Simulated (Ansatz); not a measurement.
# AlSiH (triplet): one geometry, many settings at distance Al2–H3 = 1.949 Å

What do other methods and options give for AlSiH (triplet) at this geometry, and how long do they take?

The runs use Ansatz 0.2.0, Gaussian basis; the settings change from run to run.

22 further runs of the same task are left out: 3 for a mislabelled method, 1 for a known fault of the program, 13 that didn't finish, 5 set aside as unsound or not needed.

## Step 1: The system

The geometry derives from a PBE0/def2-TZVP stationary point (not a proven minimum). One bond is set to the value named and the two fragments are kept rigid.

3 atoms, charge 0, spin multiplicity 3.

Atoms are counted from 1 here; the program's logs count them from 0.

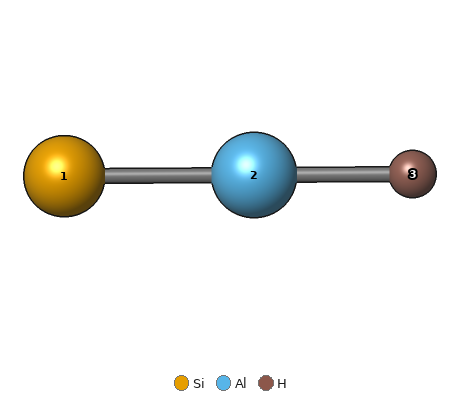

The geometry (silicon amber, aluminium blue, hydrogen brown); atoms are numbered from 1 in the order of the file.

## Step 2: CCSD on UHF/6-31G

The input, in.yaml:

```yaml
crystal:
  periodic: [false, false, false]
  atoms:
    - {symbol: Si, position_ang: [0.000000, 0.000000, 2.205311]}
    - {symbol: Al, position_ang: [0.000000, 0.000000, -0.128156]}
    - {symbol: H, position_ang: [0.000000, 0.000000, -2.077156]}
basis:
  gaussian: {orbitals: 6-31G}
magnetization: {spin_polarized: true, initial_magnetization: 2}
correlation: {method: ccsd, electrons: outside_noble_gas}
```

Run with:

```bash
> ansatz run in.yaml --threads 1 --pin off --events-out ev --progress --plain --max-ram 2393MiB
```

What it wrote, cut to the lines that bear on the results:

```text
Functional definition: HF
  name "HF"
  cite "Fock, Z. Phys. 61, 126 (1930) doi:10.1007/BF01340294"
  parent pbe
[...]
310 factors; integrals over basis functions are off by at most 1.2e-4 eV
[...]
mean field -14456.52781603 eV, -531.2675982525 hartree, gradient 1.3e-6 eV, S^2 2.017661; 6 other end points of the search recorded, 0 dependent functions left out
determinant -14456.52781603 eV, -531.2675982525 hartree, with singles and doubles -14458.96064696 eV, -531.3570031402 hartree
determinant -14455.27295978 eV, -531.2214831360 hartree, with singles and doubles -14457.51987438 eV, -531.3040557244 hartree
determinant -14454.17499987 eV, -531.1811338537 hartree, with singles and doubles -14456.28223260 eV, -531.2585732279 hartree
determinant -14453.37812484 eV, -531.1518492365 hartree, with singles and doubles -14455.63564115 eV, -531.2348114306 hartree
determinant -14453.24220078 eV, -531.1468541191 hartree, with singles and doubles -14455.43604185 eV, -531.2274762915 hartree
10 core orbitals not correlated: weight in the atoms' cores, before any rotation towards them, 1.000 or more for the frozen orbitals, at most 0.000 for the correlated occupied ones
reference -14456.52781603 eV, -531.2675982525 hartree; 5, 3 occupied and 13, 15 virtual orbitals, 310 factors
second order -1.74217667 eV of doubles, -0.00000000 eV of singles
cycle   1  -2.43275977 eV  change    7.1e-5 eV  update   1.3e-3
[...]
cycle   9  -2.43269842 eV  change    3.1e-6 eV  update   2.1e-6
WARN: the results are in doubt because among natural orbitals full CI differs from the method by -0.091 eV
Total energy: -14458.96051444 eV, -531.3569982704 hartree
In doubt: among natural orbitals full CI differs from the method by -0.091 eV
```

Run time: 0.87 s. Hardware: 1 thread of Arm Neoverse V1, shared host.

From the report: ⟨S²⟩ of the determinant 2.018 (pure triplet: 2.00); correlation -2.4327 eV; T1 0.036; largest double amplitude 0.10. Mind the lines of doubt at the end of the log.

## Step 3: CASCI(6,4)/6-31G

in.yaml, as its differences from that of step 2:

```diff
@@ -8,3 +8,4 @@
   gaussian: {orbitals: 6-31G}
-magnetization: {spin_polarized: true, initial_magnetization: 2}
-correlation: {method: ccsd, electrons: outside_noble_gas}
+magnetization: {spin_polarized: false, initial_magnetization: 2}
+correlation: {active_space: {window: {electrons: 6, orbitals: 4}, fixed_orbitals: true, states: [{multiplicity: 3, weights: [1, 0.5, 0.5]}]}}
+output: {forces: true}
```

Same command.

What it wrote, cut to the lines that bear on the results:

```text
Functional definition: HF
  name "HF"
  cite "Fock, Z. Phys. 61, 126 (1930) doi:10.1007/BF01340294"
  parent pbe
[...]
544 factors; integrals over basis functions are off by at most 1.1e-7 eV
[...]
mean field -14456.47944629 eV, -531.2658206976 hartree, gradient 7.7e-6 eV, S^2 2.000000; 0 other end points of the search recorded, 0 dependent functions left out
reference -14456.47944629 eV, -531.2658206976 hartree; 15, 13 occupied and 13, 15 virtual orbitals, 544 factors
state -14456.47944629 eV, -531.2658206976 hartree
state -14454.40694143 eV, -531.1896575488 hartree
state -14454.40694105 eV, -531.1896575348 hartree
[...]
Total energy: -14455.44319377 eV, -531.2277391197 hartree
Atom 0 at     0.000000     0.000000     2.205311 Å, force     0.000000    -0.000000    -0.494923 eV/Å
Atom 1 at     0.000000     0.000000    -0.128156 Å, force    -0.000000     0.000000    -2.201213 eV/Å
Atom 2 at     0.000000     0.000000    -2.077156 Å, force     0.000000    -0.000000     2.696136 eV/Å
Dipole moment:     0.000000     0.000000    -0.360811 e Å
```

It took 0.66 s on 1 thread of Arm Neoverse V1, shared host.

From the report: 2 determinants; active occupations (of the averaged states) 2.00, 1.50, 1.25, 1.25.

## Step 4: CISD/6-31++G**

The input, in.yaml:

```yaml
crystal:
  periodic: [false, false, false]
  atoms:
    - {symbol: Si, position_ang: [0.000000, 0.000000, 2.205311]}
    - {symbol: Al, position_ang: [0.000000, 0.000000, -0.128156]}
    - {symbol: H, position_ang: [0.000000, 0.000000, -2.077156]}
basis:
  gaussian: {orbitals: "6-31++G**"}
magnetization: {spin_polarized: false, initial_magnetization: 2}
correlation: {active_space: {ras: {orbitals: [3, 2, 37], electrons: 8, max_holes: 2, max_particles: 2}, fixed_orbitals: true}}
```

Same command.

What it wrote:

```text
Functional definition: HF
  name "HF"
  cite "Fock, Z. Phys. 61, 126 (1930) doi:10.1007/BF01340294"
  parent pbe
  exchange = exact_x
  correlation = 0
425 factors; integrals over basis functions are off by at most 1.4e-3 eV
mean field evaluation 1: about -14456.6048 eV, gradient 7.1e0 eV
mean field evaluation 2: about -14456.6226 eV, gradient 7.1e0 eV
mean field evaluation 4: about -14457.1572 eV, gradient 1.0e0 eV
mean field evaluation 8: about -14457.1695 eV, gradient 1.9e-1 eV
mean field evaluation 16: about -14457.1701 eV, gradient 1.6e-6 eV
mean field -14457.17006326 eV, -531.2912004030 hartree, gradient 1.6e-6 eV, S^2 2.000000; 0 other end points of the search recorded, 0 dependent functions left out
reference -14457.17006326 eV, -531.2912004030 hartree; 15, 13 occupied and 37, 39 virtual orbitals, 425 factors
state -14460.86427238 eV, -531.4269600840 hartree
Total energy: -14460.86427238 eV, -531.4269600840 hartree
```

Wall time 1.9 s (1 thread of Arm Neoverse V1, shared host).

From the report: 30,604 determinants.

## Step 5: CCSD(T) on ROHF/cc-pVDZ

The input, in.yaml:

```yaml
crystal:
  periodic: [false, false, false]
  atoms:
    - {symbol: Si, position_ang: [0.000000, 0.000000, 2.205311]}
    - {symbol: Al, position_ang: [0.000000, 0.000000, -0.128156]}
    - {symbol: H, position_ang: [0.000000, 0.000000, -2.077156]}
basis:
  gaussian: {orbitals: cc-pVDZ}
magnetization: {spin_polarized: false, initial_magnetization: 2}
correlation: {method: ccsd_t, electrons: outside_noble_gas}
accuracy: high
```

Launched as before.

What it wrote, cut to the lines that bear on the results:

```text
Functional definition: HF
  name "HF"
  cite "Fock, Z. Phys. 61, 126 (1930) doi:10.1007/BF01340294"
  parent pbe
[...]
794 factors; integrals over basis functions are off by at most 3.6e-9 eV
[...]
mean field -14458.13829201 eV, -531.3267821533 hartree, gradient 1.5e-8 eV, S^2 2.000000; 2 other end points of the search recorded, 0 dependent functions left out
[...]
determinant -14458.13829201 eV, -531.3267821533 hartree, with singles and doubles -14462.31978358 eV, -531.4804491342 hartree
determinant -14456.13735296 eV, -531.2532489994 hartree, with singles and doubles -14460.58740262 eV, -531.4167853080 hartree
determinant -14455.46937358 eV, -531.2287012100 hartree, with singles and doubles -14459.59010886 eV, -531.3801354385 hartree
10 core orbitals not correlated: weight in the atoms' cores, before any rotation towards them, 1.000 or more for the frozen orbitals, at most 0.000 for the correlated occupied ones
reference -14458.13829201 eV, -531.3267821533 hartree; 5, 3 occupied and 26, 28 virtual orbitals, 794 factors
second order -3.26451032 eV of doubles, -0.05161343 eV of singles
cycle   1  -4.18145244 eV  change    3.9e-5 eV  update   8.0e-4
[...]
cycle  21  -4.18158713 eV  change   5.8e-11 eV  update  4.2e-10
perturbative correction -0.19026700 eV, -0.0069921831 hartree
Total energy: -14462.51014614 eV, -531.4874448291 hartree
```

It took 2.6 s on 1 thread of Arm Neoverse V1, shared host.

From the report: correlation -4.3719 eV; T1 0.027; largest double amplitude 0.10.

## Step 6: CASSCF(4,5)/6-31G

in.yaml, as its differences from that of step 5:

```diff
@@ -7,5 +7,6 @@
 basis:
-  gaussian: {orbitals: cc-pVDZ}
+  gaussian: {orbitals: 6-31G}
 magnetization: {spin_polarized: false, initial_magnetization: 2}
-correlation: {method: ccsd_t, electrons: outside_noble_gas}
-accuracy: high
+correlation: {active_space: {window: {electrons: 4, orbitals: 5}}}
+scf: {lower_state_search: full}
+output: {forces: true}
```

Launched as before.

What it wrote, cut to the lines that bear on the results:

```text
Functional definition: HF
  name "HF"
  cite "Fock, Z. Phys. 61, 126 (1930) doi:10.1007/BF01340294"
  parent pbe
[...]
310 factors; integrals over basis functions are off by at most 1.2e-4 eV
[...]
mean field -14456.47939738 eV, -531.2658189001 hartree, gradient 6.9e-6 eV, S^2 2.000000; 6 other end points of the search recorded, 0 dependent functions left out
reference -14456.47939738 eV, -531.2658189001 hartree; 15, 13 occupied and 13, 15 virtual orbitals, 310 factors
state -14457.10880343 eV, -531.2889491459 hartree
[...]
Total energy: -14457.10880343 eV, -531.2889491459 hartree
Atom 0 at     0.000000     0.000000     2.205311 Å, force     0.000000     0.000000     1.166707 eV/Å
Atom 1 at     0.000000     0.000000    -0.128156 Å, force    -0.000000    -0.000000    -3.077812 eV/Å
Atom 2 at     0.000000     0.000000    -2.077156 Å, force     0.000000     0.000000     1.911106 eV/Å
Dipole moment:     0.000000    -0.000000    -0.504875 e Å
```

Run time: 1.1 s. Hardware: 1 thread of Arm Neoverse V1, shared host.

From the report: 100 determinants; active occupations 1.94, 1.00, 1.00, 0.06, 0.00.

## Step 7: CCSD/def2-SVPD

The input, in.yaml:

```yaml
crystal:
  periodic: [false, false, false]
  atoms:
    - {symbol: Si, position_ang: [0.000000, 0.000000, 2.205311]}
    - {symbol: Al, position_ang: [0.000000, 0.000000, -0.128156]}
    - {symbol: H, position_ang: [0.000000, 0.000000, -2.077156]}
basis:
  gaussian: {orbitals: def2-SVPD}
magnetization: {spin_polarized: true, initial_magnetization: 2}
hamiltonian: {xc: {name: PBE}}
correlation: {method: ccsd, electrons: valence}
output: {forces: true}
```

Launched as before.

What it wrote, cut to the lines that bear on the results:

```text
Functional definition: PBE
  name "PBE"
  cite "Perdew, Burke & Ernzerhof, Phys. Rev. Lett. 77, 3865 (1996) doi:10.1103/PhysRevLett.77.3865"
  parent pbe
[...]
521 factors; integrals over basis functions are off by at most 1.2e-3 eV
[...]
mean field -14475.16527278 eV, -531.9525121551 hartree, gradient 1.7e-6 eV, S^2 2.007451; 2 other end points of the search recorded, 0 dependent functions left out
10 core orbitals not correlated: weight in the atoms' cores, before any rotation towards them, 1.000 or more for the frozen orbitals, at most 0.000 for the correlated occupied ones
reference -14453.00894107 eV, -531.1382819829 hartree; 5, 3 occupied and 41, 43 virtual orbitals, 521 factors
second order -3.66840118 eV of doubles, -0.26215970 eV of singles
cycle   1  -4.33936832 eV  change   -4.1e-1 eV  update   7.7e-2
[...]
cycle  14  -4.57735818 eV  change    1.0e-6 eV  update   1.0e-6
[...]
Total energy: -14457.58629925 eV, -531.3064967933 hartree
Atom 0 at     0.000000     0.000000     2.205311 Å, force    -0.000000    -0.000000     0.244001 eV/Å
Atom 1 at     0.000000     0.000000    -0.128156 Å, force    -0.000000     0.000000    -2.517471 eV/Å
Atom 2 at     0.000000     0.000000    -2.077156 Å, force     0.000000    -0.000000     2.273470 eV/Å
Dipole moment:     0.000000    -0.000000    -0.207734 e Å
```

Run time: 7 s. Hardware: 1 thread of Arm Neoverse V1, shared host.

From the report: ⟨S²⟩ of the determinant 2.007 (pure triplet: 2.00); correlation -4.5774 eV; T1 0.024; largest double amplitude 0.06. The orbitals are Kohn-Sham ones, so correlation energy and T1 don't compare with those on Hartree-Fock orbitals.

## Step 8: The runs in one table

Where basis and cores are those of an earlier FCI/6-31G run (-14459.0923 eV), and the state is the same kind, the miss against it is given. † marks a result that the program doubts.

| level | correlated | functions | energy (eV) | from FCI (meV) | time |
| --- | --- | --- | --- | --- | --- |
| CCSD on UHF/6-31G † | outside noble gas | 28 | -14458.9605 | 131.8 | 0.87 s |
| CASCI(6,4)/6-31G (mean of several states) |  | 28 | -14455.4432 |  | 0.66 s |
| CISD/6-31++G** | outside noble gas | 52 | -14460.8643 |  | 1.9 s |
| CCSD(T) on ROHF/cc-pVDZ | outside noble gas | 41 | -14462.5101 |  | 2.6 s |
| CASSCF(4,5)/6-31G |  | 28 | -14457.1088 | 1983.5 | 1.1 s |
| CCSD/def2-SVPD (on PBE orbitals) | valence | 56 | -14457.5863 |  | 7 s |

## Step 9: Outcome

| quantity | value |
| --- | --- |
| runs | 6 |
| quickest | CASCI(6,4)/6-31G (mean of several states), 0.66 s |
| slowest | CCSD/def2-SVPD (on PBE orbitals), 7 s |

What this shows: Total energies in different bases, with other cores or another treatment of relativity can't be set against each other. CCSD/def2-SVPD (on PBE orbitals) took 11 times as long as CASCI(6,4)/6-31G (mean of several states); the jobs differ in more than the method. Hartree-Fock, CASSCF and CASCI lack dynamic correlation by design.
